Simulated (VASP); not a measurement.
Band structure of MgO (space group P6_3mc). All values below come from PBEsol GGA, VASP's PBE PAW potentials (set 64) (plane waves; VASP).

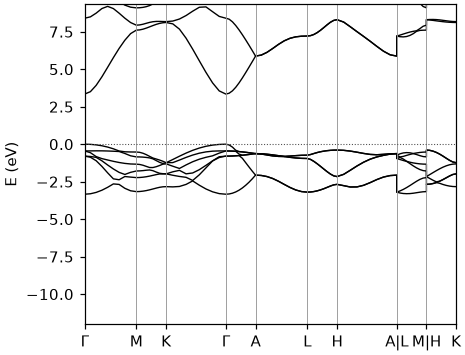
Bands along high-symmetry lines, zero at the valence-band maximum or, without a gap, the Fermi level

### Question
Read the plot: is there a gap, and where are the band edges?

### Answer
The gap is direct, 3.34 eV, from the valence maximum at Γ to the conduction minimum at Γ. (Edges off the drawn lines would not show.)

The structure comes from a computed database's MgO entry (P6_3mc); how it stands against other phases isn't given here. The cell was not relaxed at this level.
